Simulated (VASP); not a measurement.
Band structure of TaAl (relaxed from the rock salt structure, space group Fm-3m). Computed with PBEsol GGA, VASP's PBE PAW potentials (set 64) (plane waves; VASP).

Unless said otherwise, spin-orbit coupling is left out, though it shifts the bands of the heavy elements here.

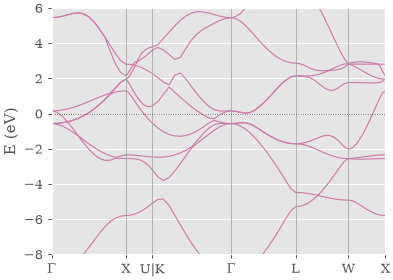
Bands along high-symmetry lines, zero at the valence-band maximum or, without a gap, the Fermi level

Problem. Read the plot: is there a gap, and where are the band edges?

Solution. It has no gap at this level: it comes out as a metal or semimetal. (Edges off the drawn lines would not show.)

The structure was generated: TaAl was put into the rock salt type (Fm-3m), which need not be its known phase. It was relaxed first, which changed the volume by -42 %.
